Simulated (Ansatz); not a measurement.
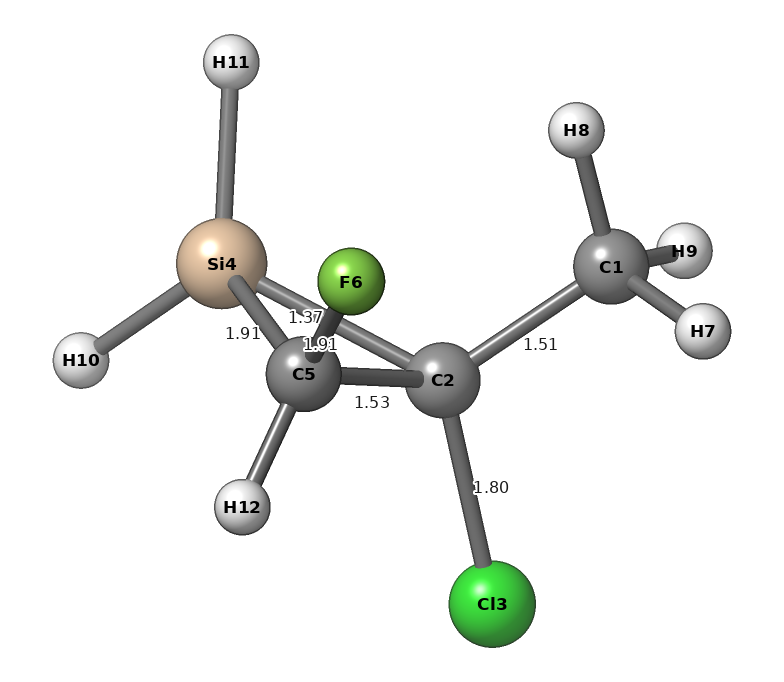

The numbers beside the sticks are distances in Å. Sticks don't show bond order. Computed geometry: PBE-D4/def2-SVP optimisation. No frequency run is at hand to confirm it as a minimum.

### Assign a bond order to each marked bond.

C1–C2 single; C2–Cl3 single; C2–Si4 single; C2–C5 single; Si4–C5 single; C5–F6 single.

### Give the structure as SMILES.

C[C@]1(Cl)[SiH2][C@@H]1F
